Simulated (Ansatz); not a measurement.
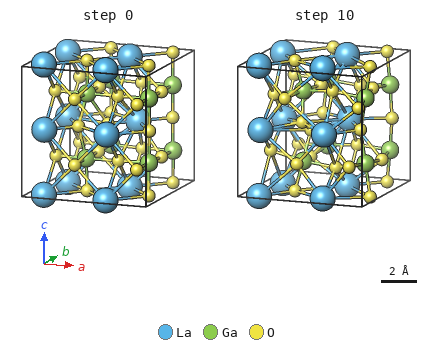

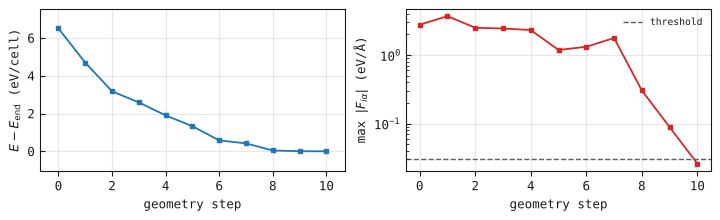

First and last geometry of a relaxation of a defect cell of composition La8Ga8O25, with the history of the run. A ball-and-stick model of the cell of the calculation (origin shifted), seen slightly off an axis.

All numbers below come from DFT, PBEsol, PAW, plane waves in Ansatz 0.2.0.

The input:
```yaml
crystal:
  lattice:
    - [7.729308, 0.000000, 0.000000]
    - [0.000000, 7.729308, 0.000000]
    - [0.000000, 0.000000, 7.729308]
  atoms:
    - { symbol: La, position: [0.002363, 0.996885, 0.000926] }
    - { symbol: La, position: [0.002728, 0.006056, 0.499009] }
    - { symbol: La, position: [0.001546, 0.496012, 0.996946] }
    - { symbol: La, position: [0.001412, 0.503081, 0.500066] }
    - { symbol: La, position: [0.497672, 0.999164, 0.996916] }
    - { symbol: La, position: [0.504412, 0.002758, 0.501227] }
    - { symbol: La, position: [0.499467, 0.497755, 0.000429] }
    - { symbol: La, position: [0.549269, 0.547801, 0.499465] }
    - { symbol: Ga, position: [0.246051, 0.246471, 0.249451] }
    - { symbol: Ga, position: [0.252935, 0.248839, 0.748383] }
    - { symbol: Ga, position: [0.250808, 0.752987, 0.251633] }
    - { symbol: Ga, position: [0.251707, 0.752352, 0.750538] }
    - { symbol: Ga, position: [0.750094, 0.250517, 0.254564] }
    - { symbol: Ga, position: [0.750623, 0.248790, 0.748513] }
    - { symbol: Ga, position: [0.749526, 0.750741, 0.246490] }
    - { symbol: Ga, position: [0.746126, 0.750992, 0.748967] }
    - { symbol: O, position: [0.253180, 0.248347, 0.002144] }
    - { symbol: O, position: [0.202681, 0.199846, 0.502909] }
    - { symbol: O, position: [0.252193, 0.747200, 0.996402] }
    - { symbol: O, position: [0.250236, 0.749834, 0.499619] }
    - { symbol: O, position: [0.750016, 0.248790, 0.001451] }
    - { symbol: O, position: [0.754023, 0.250683, 0.498358] }
    - { symbol: O, position: [0.748731, 0.751432, 0.000315] }
    - { symbol: O, position: [0.747358, 0.747668, 0.501239] }
    - { symbol: O, position: [0.003354, 0.249472, 0.250745] }
    - { symbol: O, position: [0.998286, 0.244567, 0.749555] }
    - { symbol: O, position: [0.998608, 0.752750, 0.249322] }
    - { symbol: O, position: [0.997880, 0.751896, 0.753077] }
    - { symbol: O, position: [0.503716, 0.249725, 0.249828] }
    - { symbol: O, position: [0.500271, 0.249635, 0.747038] }
    - { symbol: O, position: [0.502018, 0.747581, 0.246218] }
    - { symbol: O, position: [0.498561, 0.747467, 0.749903] }
    - { symbol: O, position: [0.248992, 0.003299, 0.246897] }
    - { symbol: O, position: [0.248540, 0.001960, 0.752416] }
    - { symbol: O, position: [0.247252, 0.499440, 0.250200] }
    - { symbol: O, position: [0.253372, 0.503009, 0.748957] }
    - { symbol: O, position: [0.750029, 0.998278, 0.251227] }
    - { symbol: O, position: [0.752209, 0.999736, 0.752116] }
    - { symbol: O, position: [0.755151, 0.497252, 0.250240] }
    - { symbol: O, position: [0.754065, 0.501400, 0.750445] }
    - { symbol: O, position: [0.373249, 0.371448, 0.501717] }
  symmetry: { detect: false }
kpoints:
  mp_grid: { grid: [1, 1, 1], shift: [0.25, 0.25, 0.25] }
hamiltonian:
  xc: pbesol
scf:
  occupations: { method: fermi_dirac, width: 0.01 }
relax:
  f_tol: 0.03
  max_steps: 80
  escape_saddle: false
  adjacent_minimum: "off"
output:
  forces: true
  eigenvalues: true
  populations: true
```

Launched with:
```bash
ansatz run in.yaml --threads 7 --pin off --max-ram 13300MiB --runs-dir r --events-out ev --progress --plain
```

> Read the history and describe the run.

It converged. The energy falls by 6.504 eV per cell of the calculation in 10 geometry steps. The largest force component goes from 2.8 to 0.026 eV/Å. The largest move is that of O41, 0.86 Å along [−3 −1 −2]. By element the largest moves are O 0.86 Å, La 0.34 Å, Ga 0.18 Å. The cell doesn't change. Near-neighbour distances that change, for instance: La2–O41 4.022 → 3.439 Å, La4–O41 3.049 → 2.472 Å, La8–O18 3.796 → 3.255 Å, La7–O17 2.709 → 3.247 Å. Bond angles that change, for instance: Ga9–O25–Ga13 179.3° → 150.6°, Ga10–O26–Ga14 178.0° → 149.7°, La6–O41–La8 115.5° → 90.2°. The run took 50 s on 7 threads of Arm Neoverse-V2, peak memory 1.1 GiB.

```tsv
step	E − E(0), meV/atom	largest force component, eV/Å
0	0.00	2.7730
1	-44.12	3.6985
2	-81.17	2.5019
3	-95.53	2.4405
4	-112.26	2.3193
5	-126.23	1.1860
6	-144.52	1.3213
7	-148.38	1.7753
8	-157.53	0.3048
9	-158.51	0.0891
10	-158.63	0.0261
```

Limits of the set-up: the periodic images lie only 7.7 Å apart, so the values are limited by the cell's size.
